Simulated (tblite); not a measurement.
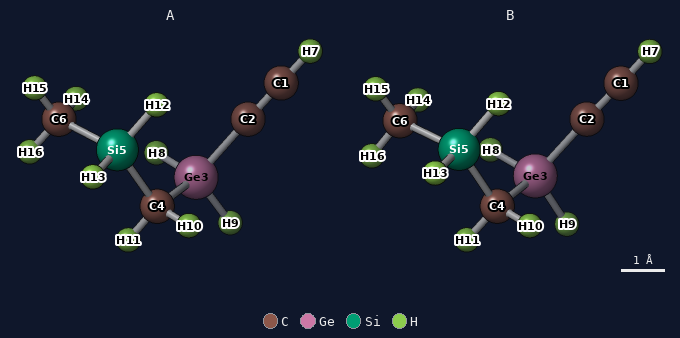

Two geometries of C4H10GeSi, drawn at one scale. One is the start of a relaxation, the other its converged end. The picture is a ball-and-stick view, seen at a tilt.

Level of theory: GFN2-xTB geometry optimisation, gas phase (tblite). 

### Which geometry has the lower energy?

Structure A is the relaxed one. The atom that moves furthest after the best rigid fit is H8 (0.17 Å). Largest moves by element: H 0.17 Å, Si 0.07 Å, C 0.07 Å, Ge 0.04 Å. Among the contacts that change: Ge3–H8 1.553 → 1.505 Å, Ge3–H9 1.548 → 1.510 Å, C4–Si5 1.865 → 1.903 Å, C4–H10 1.123 → 1.090 Å. Among the angles between lasting bonds that change: C4–Ge3–H8 109.2° → 113.2°, C2–Ge3–H9 109.8° → 106.5°, Ge3–C4–Si5 111.1° → 113.9°. After 61 geometry steps the energy has fallen by 15.9 kJ/mol. The run took 0.41 s on 1 thread of Arm Neoverse V1, with other jobs on the host.
